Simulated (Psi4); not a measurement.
# One shape, several levels: singlet CH5B

Aim: a comparison of 4 runs (HF/STO-3G, HF/3-21G, B3LYP/6-31G*, wB97X-V/def2-SVPD) of singlet CH5B. 

Program for the calculation: Psi4 1.11.

2 further runs of the same task are left out: 2 set aside as unsound or not needed.

## (1) The system as given

The species is CH5B (7 atoms), meant as a singlet with charge 0. SMILES of the parent species: `[BH2-]C`. The coordinates come from a GFN2-xTB relaxation. That shape belongs to the parent species and isn't relaxed for this state.

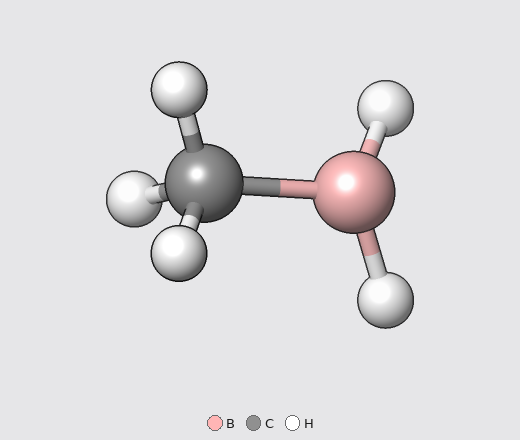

The structure, seen from a chosen angle (boron pink, carbon grey, hydrogen white).

## (2) The energy at HF/STO-3G (run 1)

Contents of calc.inp:

```
memory 1600 MB

molecule {
  0 1
  B
  C 1 1.642246
  H 1 1.245032 2 113.34578
  H 1 1.244676 3 111.96512 2 129.72848
  H 2 1.102097 1 112.71469 4 174.94434
  H 2 1.114004 5 104.9397 1 -125.79125
  H 2 1.10216 5 105.82662 6 -110.6702
  symmetry c1
  no_reorient
  no_com
}

set {
  basis STO-3G
  reference rhf
  puream true
  e_convergence 1e-09
  d_convergence 1e-08
  scf_type pk
}

E, wfn = energy("scf", return_wfn=True)
```

Run with:

```sh
$ psi4 -n 1 calc.inp calc.out
```

calc.out:

```text
[...]
  Running in c1 symmetry.
[...]
  Nuclear repulsion =   30.809886340462494
[...]
  Multiplicity = 1
[...]
  Nalpha       = 8
  Nbeta        = 8
[...]
    Number of basis functions: 15
[...]
   @RHF iter   1:   -64.60479490921703   -2.24159e+00   9.52605e-03 ADIIS/DIIS
[...]
   @RHF iter  10:   -64.62363047708666   -1.70530e-13   3.73021e-09 DIIS
[...]
    Orbital Energies [Eh]
    ---------------------
    Doubly Occupied:
       1A    -11.001797     2A     -7.416344     3A     -0.888375
       4A     -0.618047     5A     -0.514765     6A     -0.497594
       7A     -0.408093     8A     -0.405140
[...]
  @RHF Final Energy:   -64.62363047708666
   => Energetics <=
    Nuclear Repulsion Energy =             30.8098863404624943
    One-Electron Energy =                -147.3667261907222610
    Two-Electron Energy =                  51.9332093731730993
    Total Energy =                        -64.6236304770866639
[...]
 Multipole Moments:
 ------------------------------------------------------------------------------------
     Multipole            Electronic (a.u.)      Nuclear  (a.u.)        Total (a.u.)
 ------------------------------------------------------------------------------------
 L = 1.  Multiply by 2.5417464519 to convert [e a0] to [Debye]
 Dipole X            :          1.0179009           -0.7049114            0.3129895
 Dipole Y            :         -0.4841687            0.3351670           -0.1490017
 Dipole Z            :         -1.6252531            1.6022262           -0.0230269
 Magnitude           :                                                    0.3474106
[...]
```

It took 1.2 s on 1 thread of Intel Xeon 6975P-C (Granite Rapids), shared host; peak memory 0.18 GiB.

## (3) The energy at HF/3-21G (run 2)

Contents of input.json:

```json
{
 "schema_name": "qcschema_input",
 "schema_version": 1,
 "molecule": {
  "schema_name": "qcschema_molecule",
  "schema_version": 2,
  "symbols": ["B", "C", "H", "H", "H", "H", "H"],
  "geometry": [-0.69470112, -1.6566851, 0.56013372, 0.24539983, 1.24330751, -0.02065471, 1.07035977, -3.12197874, 1.0826241, -2.09995816, -2.53245977, -1.11038417, 1.34890541, 2.05985817, 1.54555031, 1.47279585, 1.45552375, -1.71776105, -1.34282049, 2.55245308, -0.3395082],
  "molecular_charge": 0,
  "molecular_multiplicity": 1,
  "fix_symmetry": "c1"
 },
 "driver": "energy",
 "model": {
  "method": "scf",
  "basis": "3-21G"
 },
 "keywords": {
  "puream": true,
  "e_convergence": 1e-09,
  "d_convergence": 1e-08,
  "scf_type": "pk"
 }
}
```

Run with:

```sh
$ psi4 --qcschema input.json -n 1 --memory 1600MB
```

stdout:

```text
[...]
  Running in c1 symmetry.
[...]
  Nuclear repulsion =   30.809888857189609
[...]
  Multiplicity = 1
[...]
  Nalpha       = 8
  Nbeta        = 8
[...]
    Number of basis functions: 28
[...]
   @RHF iter   1:   -65.00589054926094   -8.87910e-01   8.62822e-03 DIIS/ADIIS
[...]
   @RHF iter  11:   -65.04499864615941   -2.13163e-13   1.40884e-09 DIIS
[...]
    Orbital Energies [Eh]
    ---------------------
    Doubly Occupied:
       1A    -11.148318     2A     -7.587996     3A     -0.937433
       4A     -0.663195     5A     -0.553646     6A     -0.536095
       7A     -0.456083     8A     -0.445507
[...]
  @RHF Final Energy:   -65.04499864615941
   => Energetics <=
    Nuclear Repulsion Energy =             30.8098888571896090
    One-Electron Energy =                -147.0532295320825824
    Two-Electron Energy =                  51.1983420287335633
    Total Energy =                        -65.0449986461594136
[...]
 Multipole Moments:
 ------------------------------------------------------------------------------------
     Multipole            Electronic (a.u.)      Nuclear  (a.u.)        Total (a.u.)
 ------------------------------------------------------------------------------------
 L = 1.  Multiply by 2.5417464519 to convert [e a0] to [Debye]
 Dipole X            :         -1.0072449            0.8728851           -0.1343598
 Dipole Y            :         -1.0639060            1.2455982            0.1816923
 Dipole Z            :          1.1720216           -0.9289359            0.2430857
 Magnitude           :                                                    0.3318965
[...]
```

The result, in JSON:

```text
{
 "driver": "energy",
 "model": {
  "method": "scf",
  "basis": "3-21G"
 },
 "success": true,
 "return_result": -65.04499864615941,
 "properties": {
  "calcinfo_nbasis": 28,
  "calcinfo_nmo": 28,
  "calcinfo_nalpha": 8,
  "calcinfo_nbeta": 8,
  "calcinfo_natom": 7,
  "nuclear_repulsion_energy": 30.80988885718961,
  "return_energy": -65.04499864615941,
  "scf_one_electron_energy": -147.05322953208258,
  "scf_two_electron_energy": 51.19834202873356,
  "scf_dipole_moment": [-0.13435975100365627, 0.18169225626446717, 0.24308573518829335],
  "scf_total_energy": -65.04499864615941,
  "scf_iterations": 11
 }
}
```

Run time: 1.2 s. Hardware: 1 thread of Intel Xeon 6975P-C (Granite Rapids), shared host; peak memory 0.18 GiB.

Run 3 isn't shown in full; the table further down has it.

## (4) A single-point energy at wB97X-V/def2-SVPD (run 4)

Contents of job.dat:

```
memory 1600 MB

molecule {
  0 1
  B     -0.367620    -0.876680     0.296410
  C      0.129860     0.657930    -0.010930
  H      0.566410    -1.652080     0.572900
  H     -1.111250    -1.340120    -0.587590
  H      0.713810     1.090030     0.817870
  H      0.779370     0.770230    -0.909000
  H     -0.710590     1.350700    -0.179660
  units angstrom
  symmetry c1
  no_reorient
  no_com
}

set puream true
set e_convergence 1e-09
set d_convergence 1e-08
set scf_type pk
set dft_radial_points 99
set dft_spherical_points 590

energy('wb97x-v/def2-SVPD')
```

Run with:

```sh
$ psi4 job.dat job.out -n 1
```

job.out:

```text
[...]
  Running in c1 symmetry.
[...]
  Nuclear repulsion =   30.809888872353742
[...]
  Multiplicity = 1
[...]
  Nalpha       = 8
  Nbeta        = 8
[...]
    Number of basis functions: 80
[...]
   @RKS iter   1:   -65.74522946961483   -6.98848e-01   5.23462e-03 ADIIS/DIIS
[...]
   @RKS iter  11:   -65.84264231955520   -1.41540e-11   3.89651e-09 DIIS
[...]
    Orbital Energies [Eh]
    ---------------------
    Doubly Occupied:
       1A    -10.269798     2A     -6.889763     3A     -0.814637
       4A     -0.598144     5A     -0.511068     6A     -0.499342
       7A     -0.426333     8A     -0.414981
[...]
  @RKS Final Energy:   -65.84264231955520
   => Energetics <=
    Nuclear Repulsion Energy =             30.8098888723537421
    One-Electron Energy =                -147.6080412896084226
    Two-Electron Energy =                  58.3291144327976170
    DFT Exchange-Correlation Energy =      -7.4385654379081156
    Empirical Dispersion Energy =           0.0000000000000000
    VV10 Nonlocal Energy =                  0.0649611028099900
    Total Energy =                        -65.8426423195551962
[...]
 Multipole Moments:
 ------------------------------------------------------------------------------------
     Multipole            Electronic (a.u.)      Nuclear  (a.u.)        Total (a.u.)
 ------------------------------------------------------------------------------------
 L = 1.  Multiply by 2.5417464519 to convert [e a0] to [Debye]
 Dipole X            :          1.4695563           -1.5518242           -0.0822679
 Dipole Y            :          0.6231353           -0.4101840            0.2129514
 Dipole Z            :         -1.9612000            2.1372614            0.1760614
 Magnitude           :                                                    0.2882948
[...]
```

Run time: 68 s. Hardware: 1 thread of Intel Xeon 6975P-C (Granite Rapids), shared host; peak memory 0.8 GiB.

## (5) All runs side by side

| run | level | integration grid | energy (Eh) | dipole moment (D) | HOMO energy (eV) | LUMO energy (eV) | wall time |
| --- | --- | --- | --- | --- | --- | --- | --- |
| 1 | HF/STO-3G | – | -64.623630 | 0.88 | -11.02 | 5.73 | 1.2 s |
| 2 | HF/3-21G | – | -65.044999 | 0.84 | -12.12 | 1.83 | 1.2 s |
| 3 | B3LYP/6-31G* (spherical functions) | 99 radial × 590 angular | -65.914926 | 0.75 | -8.43 | -2.05 | 5.1 s |
| 4 | wB97X-V/def2-SVPD | 99 radial × 590 angular | -65.842642 | 0.73 | -11.29 | 0.10 | 68 s |

## (6) Results

```
            quantity         value
 run 4: total energy  -65.84264 Eh
run 4: dipole moment        0.73 D
  run 4: HOMO energy     -11.29 eV
  run 4: LUMO energy       0.10 eV
run 4: HOMO–LUMO gap      11.39 eV
```

The dipole moment (its size) runs from 0.73 D (wB97X-V/def2-SVPD) to 0.88 D (HF/STO-3G). The two ends differ in method and basis. The HOMO–LUMO gap runs from 6.39 eV (B3LYP/6-31G*) to 16.75 eV (HF/STO-3G). Totals of different functionals can't be ranked against each other. In run 1 the basis is minimal, so the values are rough. All runs together took 76 s, the longest 68 s.
